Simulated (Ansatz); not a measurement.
**BaHfO3: response to strain**

Start from BaHfO₃ in the cubic perovskite structure (space group Pm-3m, No. 221; a = 4.1575 Å). Axes: x, y, z lie along the cube axes.

Strains are applied to the cell and any free atomic positions relax; under biaxial strain the out-of-plane vector relaxes too.

Computed with PBEsol, PAW, 420 eV (Ansatz, a program for electronic structure; scalar-relativistic without spin-orbit coupling).

Notes on the quantities. energy relative to the base: free energy F.

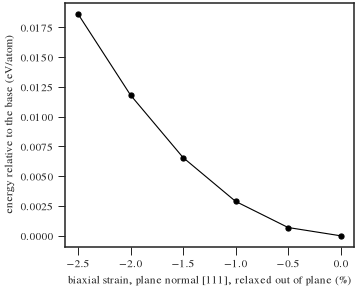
Fig. 1. Energy relative to the base against biaxial strain, plane normal [111], relaxed out of plane

Q: From the plot, what is the energy relative to the base for biaxial strain −1.00 %, plane normal [111], relaxed out of plane?

A: About 0.003 eV/atom.

Q: Is the trend monotonic over the range shown?

A: Yes, it falls throughout, spanning 0 meV/atom to +19 meV/atom.

Whether these cells are dynamically stable was not tested.
